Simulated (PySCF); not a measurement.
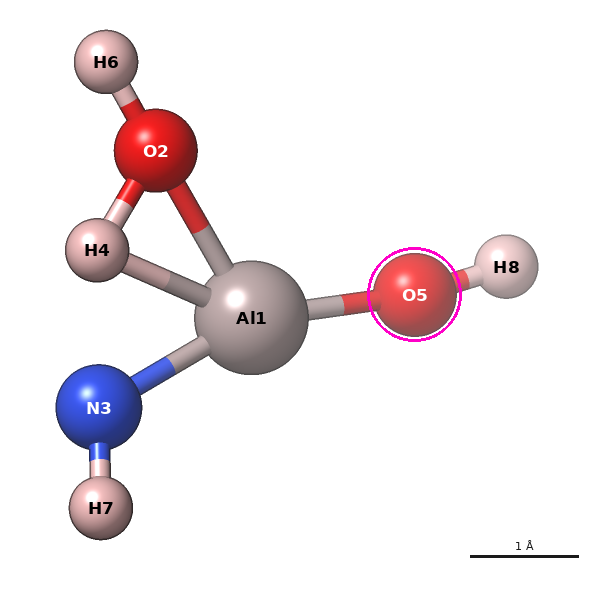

The picture comes from a calculation with PySCF.

Orthographic view. Distant atoms are faded towards the background colour. Geometry: start.

Which atoms are bonded to the circled atom?

Answer. The circled atom is O5; it is bonded to Al1, H8.

Which two atoms are farthest apart in space?

Answer. H7 and H8, 4.76 Å.

What is the shortest path along bonds from the circled atom to H7?

Answer. O5–Al1–N3–H7, 3 bonds; through space the two are 3.84 Å apart.
